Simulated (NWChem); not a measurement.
# CH5SiTe (SMILES C[SiH2][Te]) at 3 levels

We compute a comparison of 3 runs (UHF/STO-3G, UHF/3-21G, UM06-2X/def2-SVP) of CH5SiTe. 

The calculation is run with NWChem 7.3.0.

**1. The system as given**

The species is CH5SiTe (8 atoms), meant as a doublet with charge 0. As SMILES, `C[SiH2][Te]`. The shape is that of a PBE0-D4/def2-TZVP optimisation.

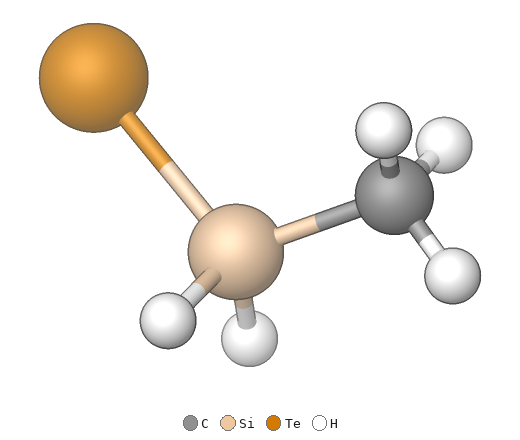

The structure, seen from a chosen angle (carbon grey, silicon light orange, tellurium orange, hydrogen white).

**2. Energy and gradient at UHF/STO-3G (run 1)**

File ch5site.nw:

```
start ch5site
title "CH5SiTe gradient"
memory stack 880 mb heap 220 mb global 1100 mb
charge 0

geometry units atomic noautosym nocenter noautoz
  C     -1.27764383     1.46340391    -0.31407248
  Si     0.94259539    -1.27291952    -0.13209186
  Te     3.32024880    -1.50894631     3.92458322
  H     -2.27617512     1.45716781    -2.12367422
  H     -0.25152255     3.24503770    -0.14097357
  H     -2.66886021     1.37194117     1.20621219
  H      2.83534508    -1.15367780    -2.20757806
  H     -0.45032174    -3.71009930    -0.31766296
end

basis spherical bse
  * library STO-3G
end

scf
  doublet
  uhf
  thresh 1e-08
  maxiter 80
  noprint "final vectors analysis"
end

task scf gradient
```

Command:

```
$ nwchem ch5site.nw > ch5site.out
```

The log of the run:

```text
[...]
  functions       =    46
[...]
  wavefunction    = UHF
[...]
         Total SCF energy =  -6873.093551741618
      One electron energy = -10070.135816852364
      Two electron energy =   2904.108427392688
 Nuclear repulsion energy =    292.933837718058
                       Sz =      0.5000
                 Sz(Sz+1) =      0.7500
                      S^2 =      0.7536
[...]
                         UHF ENERGY GRADIENTS
    atom               coordinates                        gradient
                 x          y          z           x          y          z
   1 C      -1.277644   1.463404  -0.314072    0.000974  -0.001722   0.000207
   2 Si      0.942595  -1.272920  -0.132092   -0.008601   0.029854   0.022718
   3 Te      3.320249  -1.508946   3.924583    0.000268  -0.001688  -0.000496
   4 H      -2.276175   1.457168  -2.123674   -0.003604  -0.001363  -0.008869
   5 H      -0.251523   3.245038  -0.140974    0.006012   0.006243   0.001329
   6 H      -2.668860   1.371941   1.206212   -0.004320  -0.001968   0.007262
   7 H       2.835345  -1.153678  -2.207578    0.023595   0.000452  -0.022525
   8 H      -0.450322  -3.710099  -0.317663   -0.014324  -0.029809   0.000374
[...]
```

Wall time 33 s (1 thread of Intel Xeon Platinum 8488C (Sapphire Rapids), shared host); peak memory 0.1 GiB.

**3. Energy and gradient at UHF/3-21G (run 2)**

File struct.xyz:

```xyz
8
CH5SiTe
C     -0.676100     0.774400    -0.166200
Si     0.498800    -0.673600    -0.069900
Te     1.757000    -0.798500     2.076800
H     -1.204500     0.771100    -1.123800
H     -0.133100     1.717200    -0.074600
H     -1.412300     0.726000     0.638300
H      1.500400    -0.610500    -1.168200
H     -0.238300    -1.963300    -0.168100
```

File struct.nw:

```
start struct
title "CH5SiTe"
memory stack 880 mb heap 220 mb global 1100 mb

geometry units angstrom noautosym nocenter noautoz
   load format xyz struct.xyz
end

basis spherical bse
   * library 3-21G
end

scf
   doublet
   uhf
   thresh 1e-08
   maxiter 80
end

task scf gradient
```

Command:

```
$ nwchem struct.nw > struct.out
```

The log of the run:

```text
[...]
  functions       =    63
[...]
  wavefunction    = UHF
[...]
         Total SCF energy =  -6910.673568409948
      One electron energy = -10103.331093008346
      Two electron energy =   2899.723665543613
 Nuclear repulsion energy =    292.933859054786
                       Sz =      0.5000
                 Sz(Sz+1) =      0.7500
                      S^2 =      0.7538
[...]
                         UHF ENERGY GRADIENTS
    atom               coordinates                        gradient
                 x          y          z           x          y          z
   1 C      -1.277644   1.463404  -0.314072    0.012012  -0.015396   0.000348
   2 Si      0.942595  -1.272919  -0.132092    0.002854   0.013203   0.023528
   3 Te      3.320249  -1.508946   3.924583   -0.013869   0.000912  -0.023748
   4 H      -2.276175   1.457168  -2.123674   -0.002012  -0.000929  -0.005138
   5 H      -0.251523   3.245037  -0.140974    0.003668   0.003680   0.000727
   6 H      -2.668860   1.371941   1.206212   -0.002698  -0.001220   0.004321
   7 H       2.835345  -1.153678  -2.207578    0.000261   0.000285  -0.000447
   8 H      -0.450322  -3.710099  -0.317663   -0.000215  -0.000533   0.000409
[...]
```

Wall time 28 s (1 thread of Intel Xeon Platinum 8488C (Sapphire Rapids), shared host); peak memory 0.099 GiB.

**4. Energy and forces at UM06-2X/def2-SVP (core potential) (run 3)**

File ch5site.nw:

```
start ch5site
memory 2200 mb
geometry units bohr noautosym nocenter noautoz
   C   -1.27764383   1.46340391  -0.31407248
   Si   0.94259539  -1.27291952  -0.13209186
   Te   3.32024880  -1.50894631   3.92458322
   H   -2.27617512   1.45716781  -2.12367422
   H   -0.25152255   3.24503770  -0.14097357
   H   -2.66886021   1.37194117   1.20621219
   H    2.83534508  -1.15367780  -2.20757806
   H   -0.45032174  -3.71009930  -0.31766296
end
basis "ao basis" spherical bse
   C library def2-SVP
   Si library def2-SVP
   Te library def2-SVP
   H library def2-SVP
end
ecp bse
   Te library def2-SVP
end
dft
   xc m06-2x
   mult 2
   grid xfine
   convergence energy 1e-08
   iterations 100
   mulliken
end
task dft gradient
```

Command:

```
$ nwchem ch5site.nw > ch5site.out
```

The log of the run:

```text
[...]
          Wavefunction type:  spin polarized.
          No. of atoms     :     8
          No. of electrons :    49
[...]
          Charge           :     0
          Spin multiplicity:     2
[...]
          AO basis - number of functions:    83
[...]
              XC Information
              --------------
                       M06-2X Method XC Functional
                     Hartree-Fock (Exact) Exchange  0.540
                        M06-2X Exchange Functional  1.000
                      M06-2X Correlation Potential  1.000
[...]
 d= 0,ls=0.0,diis     1   -598.3598951159 -7.64D+02  3.14D-03  3.96D-02     6.3
[...]
 d= 0,ls=0.0,diis    18   -598.3883465201 -6.26D-09  3.95D-07  4.65D-12   108.4
[...]
         Total DFT energy =     -598.388346520105
      One electron energy =    -1251.623031678888
           Coulomb energy =      536.826894054077
    Exchange-Corr. energy =      -48.873014215376
 Nuclear repulsion energy =      165.280805320083
[...]
      Total Density - Mulliken Population Analysis
     ---------------------------------------------
    Atom       Charge   Shell Charges
 -----------   ------   -------------------------------------------------------
    1 C    6     6.34   1.99  0.86  0.28  2.13  1.07  0.02
    2 Si  14    13.66   2.00  1.98  1.03  0.21  5.93  1.27  1.02  0.20
    3 Te  24    24.15   0.27  1.77  1.28  0.64  3.15  2.88  2.12  2.00  9.83  0.20
    4 H    1     0.92   0.73  0.17  0.02
    5 H    1     0.92   0.73  0.17  0.02
    6 H    1     0.92   0.73  0.16  0.02
    7 H    1     1.05   0.73  0.31  0.01
    8 H    1     1.05   0.73  0.31  0.01
[...]
      <S2> =      0.7552 (Exact =     0.7500)
[...]
  wavefunction    = open shell
                         DFT ENERGY GRADIENTS
    atom               coordinates                        gradient
                 x          y          z           x          y          z
   1 C      -1.277644   1.463404  -0.314072   -0.000870   0.000805  -0.000249
   2 Si      0.942595  -1.272920  -0.132092   -0.000198   0.002962   0.003468
   3 Te      3.320249  -1.508946   3.924583   -0.001435  -0.000153  -0.002709
   4 H      -2.276175   1.457168  -2.123674    0.002030   0.000227   0.003913
   5 H      -0.251523   3.245038  -0.140974   -0.002502  -0.004017  -0.000432
   6 H      -2.668860   1.371941   1.206212    0.003166   0.000364  -0.003619
   7 H       2.835345  -1.153678  -2.207578   -0.000197  -0.000098  -0.000203
   8 H      -0.450322  -3.710099  -0.317663    0.000005  -0.000090  -0.000169
[...]
```

Wall time 2.1 min (1 thread of Intel Xeon Platinum 8488C (Sapphire Rapids), shared host); peak memory 0.15 GiB.

**5. All runs side by side**

| run | level | iteration cap | module | energy (Eh) | dipole moment (D) | ⟨S²⟩ | largest force (eV/Å) | wall time |
| --- | --- | --- | --- | --- | --- | --- | --- | --- |
| 1 | UHF/STO-3G | 80 | scf | -6873.093552 | 2.34 | 0.754 | 1.979 | 33 s |
| 2 | UHF/3-21G | 80 | scf | -6910.673568 | 1.83 | 0.754 | 1.415 | 28 s |
| 3 | UM06-2X/def2-SVP (core potential) | 100 | dft | -598.388347 | 1.52 | 0.755 | 0.248 | 2.1 min |

**6. Summary of results**

| quantity | value |
| --- | --- |
| run 3: total energy | -598.38835 Eh |
| run 3: dipole moment | 1.52 D |
| run 3: HOMO energy (highest over α and β) | -7.10 eV |
| run 3: LUMO energy (lowest over α and β) | -2.99 eV |
| run 3: ⟨S²⟩ | 0.755 |
| run 3: largest force on an atom | 0.248 eV/Å |

In words: The dipole moment (its size) runs from 1.52 D (UM06-2X/def2-SVP) to 2.34 D (UHF/STO-3G). The two ends differ in method and basis and core potential. Some runs of one species differ in core potentials or relativity; totals across that change don't compare. In run 1 the basis is minimal, so the values are rough. In runs 1, 2 relativity is left out where basis or elements ask for it. All runs together took 3.1 min, the longest 2.1 min.
